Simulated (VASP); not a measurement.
# Which magnetic order does MnF2 take?, part 4 of 5

Aim: compare collinear orders of MnF2. The start is a cell from a database of measured crystal structures.

VASP 6.6.1, plane waves and PAW; the level of theory is named at each step.

Still holding for the runs below: The magnetic state follows from one typed start and may not be the lowest.

So far, largest spin moment in the PAW sphere (μB): step 2 (magnetic order, 6 atoms, start order ferro, PBE, DFT+U, from parallel moments) 4.69; step 4 (magnetic order, 12 atoms, start order antiferro q=(1/2,1/2,1/2)) 4.68; step 5 (magnetic order, 12 atoms, start order antiferro q=(0,1/2,0)) 4.68; step 6 (magnetic order, 12 atoms, start order antiferro q=(0,1/2,1/2)) 4.68; step 7 (magnetic order, 12 atoms, start order antiferro q=(0,0,1/2)) 4.68.

### 8. Spin-orbit coupling, axis [0.0, 0.0, 1.0]

This step: PBE, DFT+U (Mn d 4 eV), spin-orbit coupling, spin-polarised from an antiferromagnetic start; plane waves and PAW (Mn_pv, F) (VASP 6.6.1).

System of this step: MnF2. It takes space group P4_2/mnm (No. 136, tetragonal). Conventional cell: a = 4.874 Å, b = 4.874 Å, c = 3.311 Å, α = 90.00°, β = 90.00°, γ = 90.00°. Nearest to Mn lie 6 F at 2.10 to 2.13 Å. Nearest to F lie 3 Mn at 2.10 to 2.13 Å. Farther neighbours and most contacts between anions are not listed.

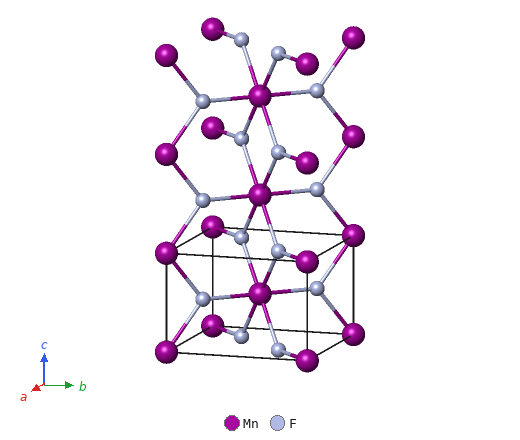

The cell of this step (manganese purple, fluorine light blue). 1×1×3 cells are drawn. Some periodic images of atoms are drawn too.

SAXIS turns the moments; symmetry is off, so that every direction uses the same k-points.

Contents of INCAR:

```
SYSTEM = MnF2
PREC = Accurate
ENCUT = 480
EDIFF = 1E-07
NELM = 150
ISMEAR = -1
SIGMA = 0.02
LREAL = .FALSE.
ALGO = Normal
GGA = PE
LNONCOLLINEAR = .TRUE.
MAGMOM = 0 0 4.671 0 0 -4.671 0 0 -0.018 0 0 0.018 0 0 -0.018 0 0 0.018
NBANDS = 66
GGA_COMPAT = .FALSE.
LASPH = .TRUE.
LSORBIT = .TRUE.
LORBMOM = .TRUE.
ISYM = -1
LDAU = .TRUE.
LDAUTYPE = 2
LDAUL = 2 -1
LDAUU = 4 0
LDAUJ = 0 0
LDAUPRINT = 1
LMAXMIX = 4
LORBIT = 11
LWAVE = .FALSE.
LCHARG = .FALSE.
KPAR = 4
AMIX = 0.2
BMIX = 1E-04
AMIX_MAG = 0.8
BMIX_MAG = 1E-04
SAXIS = 0 0 1
ISIF = 0
```

Contents of POSCAR:

```
MnF2
1.0
    4.8738000000      0.0000000000      0.0000000000
    0.0000000000      4.8738000000      0.0000000000
    0.0000000000      0.0000000000      3.3107000000
Mn F
2 4
Direct
    0.0000000000      0.0000000000      0.0000000000
    0.5000000000      0.5000000000      0.5000000000
    0.3053000000      0.3053000000      0.0000000000
    0.1947000000      0.8053000000      0.5000000000
    0.6947000000      0.6947000000      0.0000000000
    0.8053000000      0.1947000000      0.5000000000
```

Contents of KPOINTS:

```
Automatic mesh
0
Gamma
4 4 8
0 0 0
```

The projector-augmented-wave data sets are Mn_pv and F (PBE family, release 64).

Run with:

```bash
$ mpirun -np 4 vasp_ncl
```

Log:

```text
[... set-up lines as in an earlier step ...]
 entering main loop
       N       E                     dE             d eps       ncg     rms          rms(c)
DAV:   1     0.758320834166E+03    0.75832E+03   -0.29074E+04 17632   0.177E+03
DAV:   2     0.555549907473E+02   -0.70277E+03   -0.64655E+03 18020   0.539E+02
DAV:   3    -0.351083907405E+02   -0.90663E+02   -0.89083E+02 18824   0.204E+02
DAV:   4    -0.384523896116E+02   -0.33440E+01   -0.33235E+01 20022   0.380E+01
DAV:   5    -0.385088429623E+02   -0.56453E-01   -0.56399E-01 19234   0.571E+00    0.211E+01
DAV:   6    -0.384450728944E+02    0.63770E-01   -0.74785E+00 19892   0.209E+01    0.168E+01
DAV:   7    -0.378461177891E+02    0.59896E+00   -0.65159E+00 21524   0.195E+01    0.138E+01
DAV:   8    -0.375804241505E+02    0.26569E+00   -0.23341E+00 21028   0.218E+01    0.654E+00
DAV:   9    -0.378533489501E+02   -0.27292E+00   -0.29717E-01 19962   0.718E+00    0.282E+00
DAV:  10    -0.378735394223E+02   -0.20190E-01   -0.43199E-01 22754   0.671E+00    0.113E+00
DAV:  11    -0.378771390096E+02   -0.35996E-02   -0.79851E-02 17688   0.263E+00    0.694E-01
DAV:  12    -0.378795349241E+02   -0.23959E-02   -0.26196E-03 19686   0.411E-01    0.842E-01
DAV:  13    -0.378775017198E+02    0.20332E-02   -0.53877E-02 18314   0.152E+00    0.354E-01
DAV:  14    -0.378782957345E+02   -0.79401E-03   -0.47557E-03 17502   0.514E-01    0.451E-01
DAV:  15    -0.378770014614E+02    0.12943E-02   -0.35363E-03 17166   0.370E-01    0.357E-01
DAV:  16    -0.378758925590E+02    0.11089E-02   -0.58856E-03 17438   0.459E-01    0.158E-01
DAV:  17    -0.378759434957E+02   -0.50937E-04   -0.23712E-03 17244   0.285E-01    0.951E-02
DAV:  18    -0.378759741742E+02   -0.30678E-04   -0.78750E-04 17186   0.169E-01    0.859E-02
DAV:  19    -0.378759152851E+02    0.58889E-04   -0.42005E-04 17136   0.134E-01    0.661E-02
DAV:  20    -0.378758754331E+02    0.39852E-04   -0.21830E-04 17160   0.998E-02    0.440E-02
DAV:  21    -0.378758690381E+02    0.63950E-05   -0.10939E-04 17842   0.742E-02    0.323E-02
DAV:  22    -0.378758634971E+02    0.55410E-05   -0.75597E-05 17178   0.600E-02    0.265E-02
DAV:  23    -0.378758605887E+02    0.29084E-05   -0.37843E-05 18142   0.455E-02    0.219E-02
DAV:  24    -0.378758597695E+02    0.81918E-06   -0.42490E-05 17494   0.523E-02    0.159E-02
DAV:  25    -0.378758566859E+02    0.30836E-05   -0.36540E-05 17180   0.483E-02    0.788E-03
DAV:  26    -0.378758560491E+02    0.63683E-06   -0.16355E-05 17224   0.328E-02    0.432E-03
DAV:  27    -0.378758559438E+02    0.10533E-06   -0.10288E-05 16294   0.251E-02    0.405E-03
DAV:  28    -0.378758556885E+02    0.25524E-06   -0.75343E-06 17322   0.225E-02    0.325E-03
DAV:  29    -0.378758554968E+02    0.19176E-06   -0.30338E-06 16520   0.154E-02    0.203E-03
DAV:  30    -0.378758554686E+02    0.28143E-07   -0.16998E-06 16642   0.106E-02    0.149E-03
DAV:  31    -0.378758554363E+02    0.32347E-07   -0.91122E-07 16198   0.802E-03
   1 F= -.37875855E+02 E0= -.37875855E+02  d E =-.379291E-13  mag=     0.0007    -0.0004    -0.0000
```

Elapsed: 4.8 min, on 4 MPI ranks of Intel Xeon Platinum 8559C (Emerald Rapids), shared host; peak memory 3.4 GiB; 19 min of CPU time.

OUTCAR, selected parts (step 8):

```text
   k-points           NKPTS =    128   k-points in BZ     NKDIM =    128   number of bands    NBANDS=     66

   NELECT =      54.0000    total number of electrons

atom =   1  type =  1  l = 2

 onsite density matrix

spin component  1

  0.9703 -0.0000 -0.0189  0.0000  0.0000     -0.0000  0.0000  0.0000  0.0000  0.0002
 -0.0000  0.9650 -0.0000 -0.0166  0.0000     -0.0000 -0.0000  0.0000  0.0001  0.0000
 -0.0189 -0.0000  0.9594  0.0000  0.0000     -0.0000 -0.0000 -0.0000 -0.0000  0.0000
  0.0000 -0.0166  0.0000  0.9650 -0.0000     -0.0000 -0.0001  0.0000  0.0000 -0.0000
  0.0000  0.0000  0.0000 -0.0000  0.9485     -0.0002 -0.0000 -0.0000  0.0000  0.0000

spin component  2

  0.0000  0.0050  0.0000 -0.0015  0.0000      0.0000  0.0014  0.0000 -0.0050 -0.0000
 -0.0050  0.0000  0.0013  0.0000 -0.0004      0.0015  0.0000 -0.0083 -0.0000 -0.0043
  0.0000  0.0014  0.0000 -0.0087  0.0000      0.0000  0.0087  0.0000 -0.0014 -0.0000
 -0.0015 -0.0000  0.0083  0.0000 -0.0043      0.0050  0.0000 -0.0013  0.0000 -0.0004
 -0.0000 -0.0005 -0.0000  0.0055  0.0000      0.0000  0.0055 -0.0000 -0.0005  0.0000

spin component  3

  0.0000 -0.0050  0.0000 -0.0015 -0.0000     -0.0000 -0.0015 -0.0000 -0.0050 -0.0000
  0.0050  0.0000  0.0014 -0.0000 -0.0005     -0.0014 -0.0000 -0.0087 -0.0000 -0.0055
  0.0000  0.0013  0.0000  0.0083 -0.0000     -0.0000  0.0083 -0.0000  0.0013  0.0000
 -0.0015  0.0000 -0.0087  0.0000  0.0055      0.0050  0.0000  0.0014 -0.0000  0.0005
  0.0000 -0.0004  0.0000 -0.0043  0.0000      0.0000  0.0043  0.0000  0.0004 -0.0000

spin component  4

  0.0452  0.0000 -0.0251 -0.0000 -0.0000      0.0000 -0.0000  0.0000 -0.0000 -0.0003
  0.0000  0.0373  0.0000 -0.0215 -0.0000      0.0000 -0.0000 -0.0000 -0.0002 -0.0000
 -0.0251  0.0000  0.0319 -0.0000  0.0000     -0.0000  0.0000  0.0000  0.0000  0.0001
 -0.0000 -0.0215 -0.0000  0.0373  0.0000      0.0000  0.0002 -0.0000  0.0000  0.0000
 -0.0000 -0.0000  0.0000  0.0000  0.0136      0.0003  0.0000 -0.0001 -0.0000 -0.0000

 occupancies and eigenvectors

  o =  0.0124  v =  0.0000  0.0072  0.0000 -0.0091  0.0000 -0.5484  0.0000 -0.7143  0.0000 -0.0065      0.0000  0.0055 -0.0000 -0.0002  0.0000  0.2645 -0.0000  0.3445 -0.0000 -0.0136
  o =  0.0135  v =  0.0000  0.0057  0.0000 -0.0025  0.0000 -0.0049 -0.0000 -0.0140 -0.0000  0.3438      0.0000 -0.0015  0.0000 -0.0053 -0.0001  0.0018 -0.0000  0.0052 -0.0000  0.9389
  o =  0.0156  v = -0.0066  0.0000  0.0100  0.0000 -0.0000 -0.0000 -0.5016 -0.0000 -0.4983 -0.0000      0.0000  0.0000 -0.0000  0.0000 -0.0050 -0.0000 -0.4983 -0.0000 -0.5016 -0.0000
  o =  0.0587  v =  0.0040 -0.0000  0.0079  0.0000  0.0000 -0.0000  0.4983  0.0000 -0.5016  0.0000      0.0000  0.0000 -0.0000 -0.0000  0.0043  0.0000 -0.5016 -0.0000  0.4984  0.0000
  o =  0.0645  v = -0.0000 -0.0013  0.0000 -0.0028  0.0000  0.7231  0.0000 -0.5549 -0.0000 -0.0020      0.0000  0.0057  0.0000  0.0052  0.0000 -0.3263 -0.0000  0.2504  0.0000 -0.0045
  o =  0.9453  v = -0.6015  0.0000 -0.7974  0.0000  0.0000 -0.0000  0.0021 -0.0000 -0.0064  0.0000      0.0000  0.0000  0.0000  0.0000  0.0476  0.0000 -0.0064  0.0000  0.0021  0.0000
  o =  0.9485  v =  0.0000  0.6264  0.0000  0.6286 -0.0001  0.0013  0.0000 -0.0024  0.0000  0.0051      0.0000  0.3280  0.0000  0.3237  0.0000  0.0040  0.0000 -0.0077  0.0000 -0.0016
  o =  0.9486  v =  0.0243 -0.0001  0.0413 -0.0001  0.0002 -0.0000 -0.0048  0.0000  0.0000  0.0000      0.0000  0.0000 -0.0000  0.0000  0.9988 -0.0000  0.0000 -0.0000 -0.0048  0.0000
  o =  0.9819  v =  0.0000 -0.7007 -0.0000  0.7001  0.0000 -0.0040 -0.0000 -0.0063  0.0000  0.0049      0.0000  0.0941  0.0000 -0.0989  0.0000  0.0052  0.0000  0.0083 -0.0000  0.0037
  o =  0.9846  v = -0.7985 -0.0000  0.6019  0.0000  0.0000 -0.0000  0.0049  0.0000  0.0064  0.0000      0.0000  0.0000 -0.0000 -0.0000 -0.0054  0.0000  0.0064 -0.0000  0.0049  0.0000

atom =   2  type =  1  l = 2

 onsite density matrix

spin component  1

[...]
E-fermi :   2.0079

 k-point     1 :       0.0000    0.0000    0.0000
  band No.  band energies     occupation
    ...
     50      -0.0221      1.00000
     51       0.9766      1.00000
     52       0.9768      1.00000
     53       1.4062      1.00000
     54       1.4062      1.00000
     55       5.0067      0.00000
     56       5.0068      0.00000
     57       6.9704      0.00000
     58       6.9704      0.00000
     59       7.5650      0.00000
    ...

 k-point     2 :       0.2500    0.0000    0.0000
  band No.  band energies     occupation
    ...
     50       0.0188      1.00000
     51       1.1408      1.00000
     52       1.1410      1.00000
     53       1.4247      1.00000
     54       1.4247      1.00000
     55       5.6913      0.00000
     56       5.6914      0.00000
     57       7.0034      0.00000
     58       7.0035      0.00000
     59       7.5549      0.00000
    ...

 POSITION                                       TOTAL-FORCE (eV/Angst)
 -----------------------------------------------------------------------------------
      0.00000      0.00000      0.00000        -0.000005      0.000001      0.000000
      2.43690      2.43690      1.65535        -0.000004     -0.000006      0.000001
      1.48797      1.48797      0.00000        -0.051829     -0.051828     -0.000001
      0.94893      3.92487      1.65535         0.051837     -0.051841      0.000001
      3.38583      3.38583      0.00000         0.051838      0.051840     -0.000000
      3.92487      0.94893      1.65535        -0.051837      0.051834     -0.000001
 -----------------------------------------------------------------------------------
    total drift:                                0.000017      0.000013      0.000000

  FREE ENERGIE OF THE ION-ELECTRON SYSTEM (eV)
  ---------------------------------------------------
  free  energy   TOTEN  =       -37.8758554363 eV

  energy  without entropy=      -37.8758554363  energy(sigma->0) =      -37.87585544

 orbital moment (x)

 # of ion     p       d       tot
 ----------------------------------------
  1        -0.000   0.000   0.000
  2         0.000   0.000   0.000
  3        -0.000   0.000  -0.000
  4        -0.000   0.000  -0.000
  5        -0.000   0.000  -0.000
  6        -0.000   0.000  -0.000
 ----------------------------------------
           -0.000   0.000  -0.000

 orbital moment (y)

 # of ion     p       d       tot
 ----------------------------------------
  1         0.000  -0.000  -0.000
  2         0.000  -0.000  -0.000
  3        -0.000   0.000  -0.000
  4        -0.000   0.000  -0.000
  5         0.000   0.000   0.000
  6         0.000   0.000   0.000
 ----------------------------------------
            0.000  -0.000  -0.000

 orbital moment (z)

 # of ion     p       d       tot
 ----------------------------------------
  1        -0.000   0.000   0.000
  2         0.000  -0.000  -0.000
  3        -0.000   0.000  -0.000
  4         0.000   0.000   0.000
  5        -0.000   0.000  -0.000
  6         0.000   0.000   0.000
 ----------------------------------------
            0.000   0.000   0.000

 Spin-Orbit-Coupling matrix elements
 Ion:    1  E_soc:     -0.0270945
 Ion:    2  E_soc:     -0.0270944
 Ion:    3  E_soc:     -0.0003578
 Ion:    4  E_soc:     -0.0003578
 Ion:    5  E_soc:     -0.0003578
 Ion:    6  E_soc:     -0.0003578

 magnetization (x)
# of ion       s       p       d       tot
------------------------------------------
    1        0.000   0.000   0.000   0.000
    2        0.000   0.000   0.000   0.000
    3        0.000  -0.000   0.000  -0.000
    4        0.000   0.000   0.000   0.000
    5       -0.000   0.000   0.000   0.000
    6       -0.000   0.000   0.000   0.000
--------------------------------------------------
tot         -0.000   0.000   0.001   0.001

 magnetization (y)
# of ion       s       p       d       tot
------------------------------------------
    1       -0.000  -0.000  -0.000  -0.000
    2       -0.000  -0.000  -0.000  -0.000
    3        0.000  -0.000   0.000  -0.000
    4       -0.000   0.000   0.000   0.000
    5        0.000  -0.000   0.000  -0.000
    6       -0.000   0.000   0.000   0.000
--------------------------------------------------
tot         -0.000  -0.000  -0.000  -0.000

 magnetization (z)
# of ion       s       p       d       tot
------------------------------------------
    1        0.019   0.018   4.633   4.670
    2       -0.019  -0.018  -4.633  -4.670
    3       -0.002  -0.016   0.000  -0.018
    4        0.002   0.016   0.000   0.018
    5       -0.002  -0.016   0.000  -0.018
    6        0.002   0.016   0.000   0.018
--------------------------------------------------
tot          0.000  -0.000  -0.000  -0.000

[... 4 parts as in an earlier step ...]

[... 8 further parts left out ...]
```

A gap read on the k-mesh alone can miss the band edges.

This step gave:

```yaml
electronic_cycles: 31
electrons: 54
free_energy_toten: -37.88 eV
fermi_energy: 2.008 eV
moment_of_the_cell_from_the_last_line_of_the_log: 7.38e-4, -3.82e-4, 0 μB
gap_on_the_k_mesh: 3.564 eV
least_direct_gap_on_the_k_mesh: 3.601 eV
```

The orbital moment vanishes on all atoms.

On-site spin-orbit energy by atom:

```csv
atom,on-site spin-orbit energy (eV)
Mn1,-0.0271
Mn2,-0.0271
F3,-0.0004
F4,-0.0004
F5,-0.0004
F6,-0.0004
```

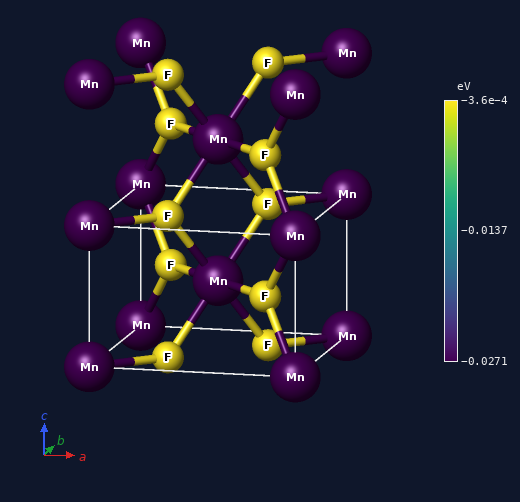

Atoms coloured by on-site spin-orbit energy. 1×1×2 cells are drawn. Some periodic images of atoms are drawn too.

Force by atom:

```csv
atom,x (eV/Å),y (eV/Å),z (eV/Å),size
Mn1,0.0000,0.0000,0.0000,0.0000
Mn2,0.0000,0.0000,0.0000,0.0000
F3,-0.0518,-0.0518,0.0000,0.0733
F4,0.0518,-0.0518,0.0000,0.0733
F5,0.0518,0.0518,0.0000,0.0733
F6,-0.0518,0.0518,0.0000,0.0733
```

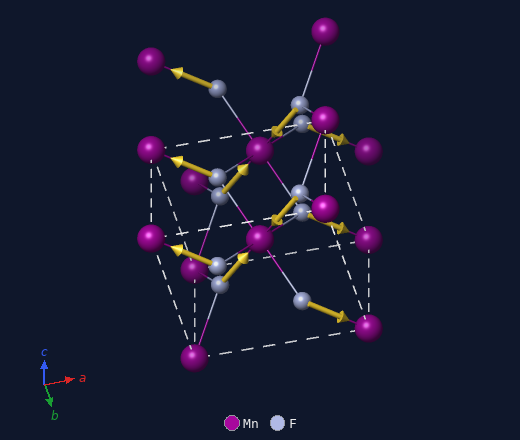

Force as arrows, the longest 0.0733 eV/Å. 1×1×2 cells are drawn. Some periodic images of atoms are drawn too.

Spin moments are printed in the frame of SAXIS, so no table in Cartesian axes is made from them.

Energy at zero smearing: -37.87586 eV.

(Continued in part 5 of 5.)

[Lines on the potential files, build, host, timing and source positions are cut from VASP's logs without a mark.]

[Logs are printed without paths, hosts, clocks, repeated set-up lines and the standing remarks that a program may print on its own settings, such as how far it seeks lower states.]

[Hosts, paths, dates, database ids (printed as entryN), source tags and the programs' standing remarks are cut or masked in the printed files.]

[Runs that stopped without an error message from VASP are left out.]

[In band tables of VASP the shares of atoms and orbitals are scaled to a sum of 1 inside the atoms' spheres.]
